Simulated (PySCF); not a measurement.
**C3H9N3Si2: density, localisation and related maps**

The calculation's input:

```
{"job": {"kind": "nmr", "xc": "PBE0", "basis": "pcSseg-1"}, "charge": 0, "multiplicity": 1}
C      2.353135     0.105207     0.259721
N      0.973083    -0.048703    -0.108035
C      0.123077     1.062584     0.259830
Si    -1.644578     0.671314    -0.327485
C     -2.855518     0.816865     1.093839
N     -3.613184     0.908576     1.948094
N     -1.365267    -0.969581    -0.735128
Si     0.278487    -1.531995    -0.595312
H      2.915786    -0.761114    -0.079571
H      2.475260     0.196376     1.346475
H      2.776000     1.003715    -0.203029
H      0.507577     1.977335    -0.206842
H      0.165836     1.230797     1.345228
H     -2.149507     1.506609    -1.421876
H     -2.084057    -1.583456    -1.070245
H      0.331384    -2.626190     0.383827
H      0.805488    -1.946310    -1.899401
```

Command:

```sh
OMP_NUM_THREADS=1 python probes_run.py task.json out
```

Geometry: GFN2-xTB.

Computed with PBE0/pcSseg-1, SCF density, gas phase, non-relativistic in PySCF 2.14.0.

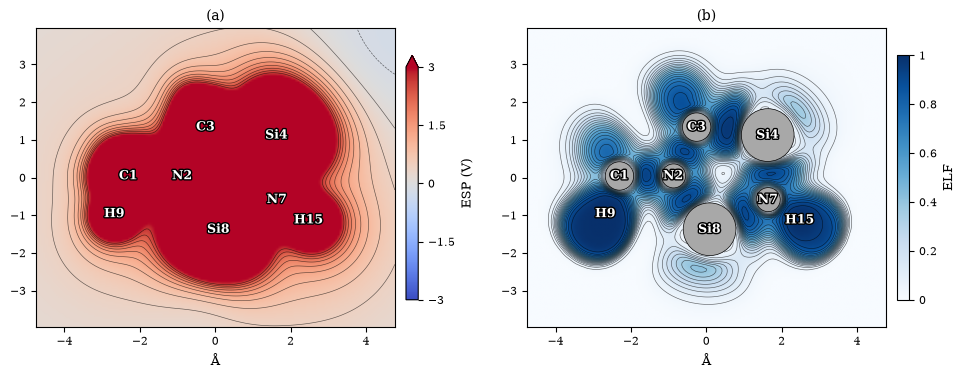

Figure 1. (a) molecular electrostatic potential; (b) electron localisation function on the plane of atoms Si4, N7 and Si8. Grey discs cover the atomic cores in the ELF map.

### Read the bonding off the picture.

- The plane passes through C, N, Si and H nuclei.
- Si–N (1.71 Å): the ELF peaks at about 0.90 between the atoms: a polar covalent bond.
- N–H (1.00 Å): the ELF climbs to about 1 towards the hydrogen, as it does in any bond to H: a covalent bond by its length.
- C–H (1.09 Å): the ELF climbs to about 1 towards the hydrogen (a covalent bond by its length).
- The potential has no marked negative region in this plane.

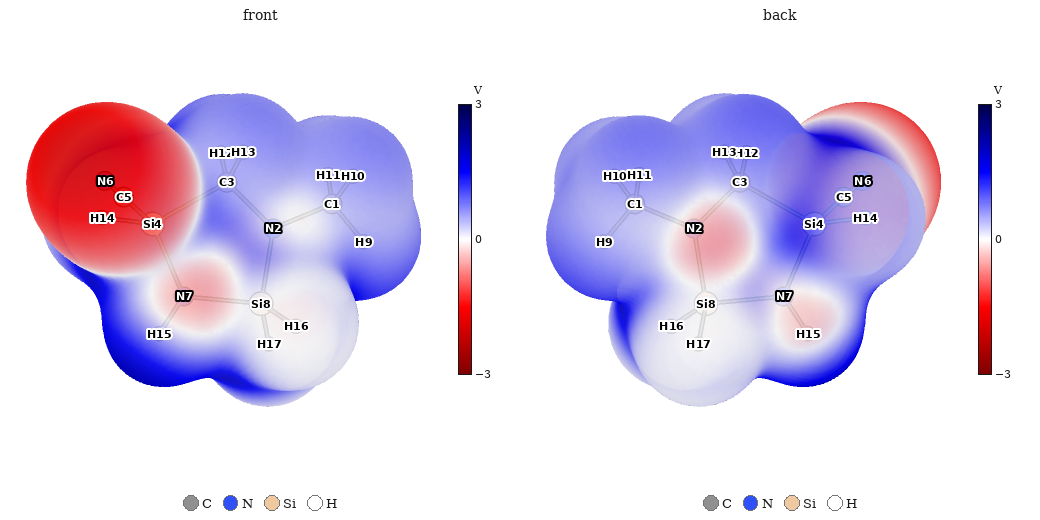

Figure 2. The molecular electrostatic potential painted on the density surface at 0.002 e/bohr³, seen from the front and from behind; the colour scale runs from red (negative) to blue (positive).

### Where is the surface potential most negative and most positive?

The most negative region (about −1.8 V) lies over N6, the most positive (about +2.0 V) over H15. N6 is the likeliest acceptor of a hydrogen bond.

### What dipole moment does the calculation give?

Its dipole moment is 3.82 D.
